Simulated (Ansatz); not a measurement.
**CH3NS (SMILES N[CH][S-]) (charge −1, doublet): density, localisation and related maps**

Input file:

```
crystal:
  periodic: [false, false, false]
  atoms:
    - symbol: C
      position_ang: [-0.914285, -0.720936, 0.874702]
    - symbol: "N"
      position_ang: [-1.928729, -1.370615, 1.657242]
    - symbol: S
      position_ang: [-1.285197, 0.251892, -0.512415]
    - symbol: H
      position_ang: [-2.729717, -1.512292, 1.039570]
    - symbol: H
      position_ang: [-2.286323, -0.748456, 2.399399]
    - symbol: H
      position_ang: [0.021482, -0.559734, 1.428511]
basis:
  gaussian: {orbitals: def2-TZVPD}
total_charge: -1
magnetization: {spin_polarized: true, initial_magnetization: 1}
hamiltonian: {xc: pbe0}
output: {forces: true, orbitals: {seedname: orbitals}}
```

Launched as:

```sh
ansatz run input.yaml --threads 2 --pin off --max-ram 4350MiB --events-out events.jsonl --progress --plain --runs-dir runs
```

Geometry: r2SCAN-D4/def2-SVPD; the highest occupied orbital lies above zero, a sign that basis and functional describe the outermost electron poorly.

The calculation used isolated molecule in a Gaussian basis; Kohn-Sham density functional theory, functional PBE0 (Ansatz).

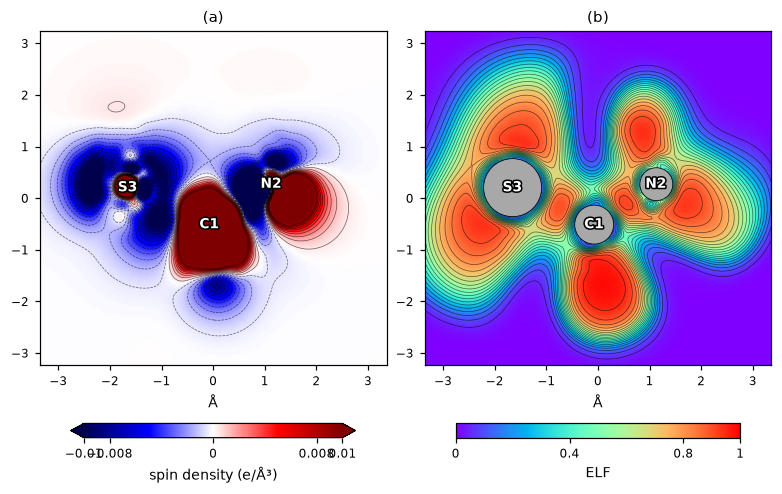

Figure 1. (a) spin density (α minus β); (b) ELF on the plane of atoms N2, C1 and S3. Grey discs cover the atomic cores in the ELF map.

**Describe what can be read from this map.**

- The plane passes through C, N and S nuclei.
- C–N (1.44 Å): the ELF peaks at about 0.90 between the atoms (localised, covalent bonding).
- C–S (1.73 Å): the ELF peaks at about 0.90 between the atoms; localised, covalent bonding.
- The ELF also peaks beside S3 and N2, away from the bonds: non-bonding electrons, paired or unpaired.
- The unpaired spin (1 electron) lies mostly on C1 (about 0.5) and S3 (about 0.3), in electrons by Hirshfeld's partition.

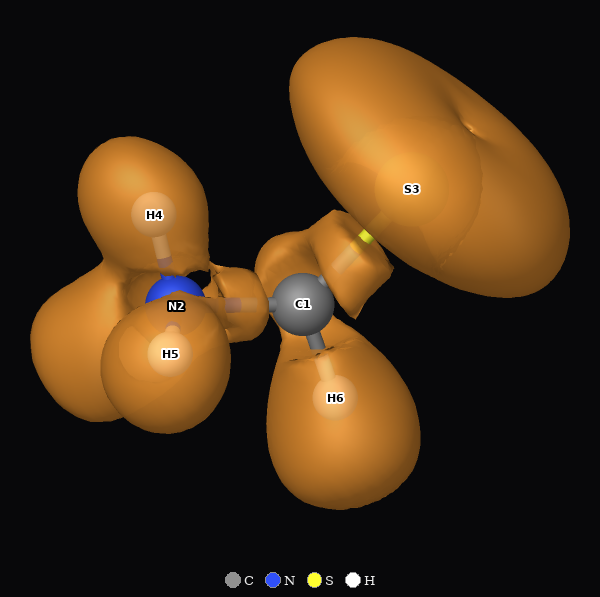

Figure 2. Isosurface of the electron localisation function at 0.75 (orange), seen at a tilt. Core shells and regions of very low density are left out.

**What do the ELF domains correspond to?**

The surface consists of one region around a hydrogen nucleus, one ring or bowl of non-bonding electrons around S and one joined region spread over several atoms (H, N), in which their bonds and any lone pairs are merged.

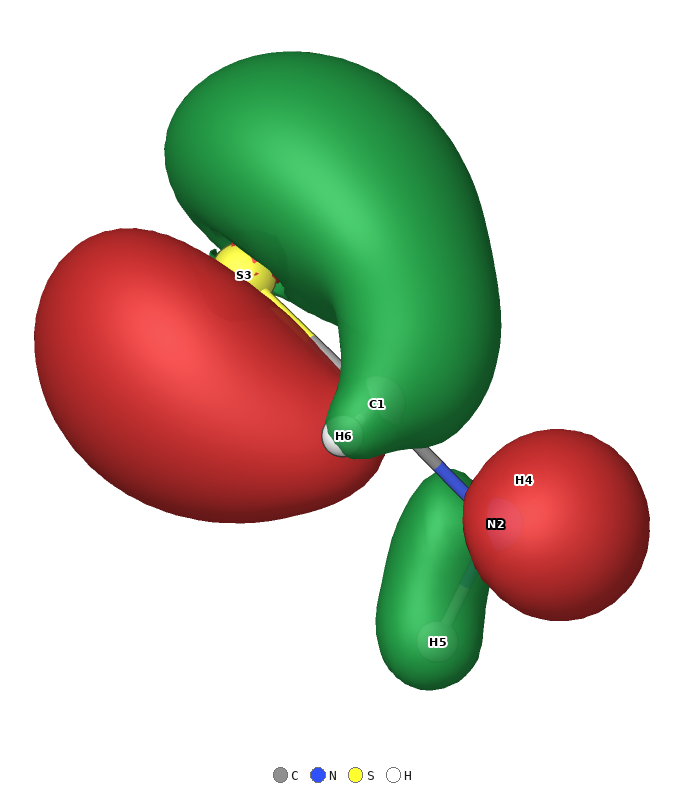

Figure 3. The HOMO−1 (β) at ±0.1 Å⁻³ᐟ² (green and red are the two phases), seen at an oblique angle.

**Describe this orbital and give its energy.**

By Hirshfeld shares it lies mainly on S3 (about 70 %), C1 (about 15 %) and N2 (about 10 %); largely a lone pair of S3. Its energy is −1.01 eV.
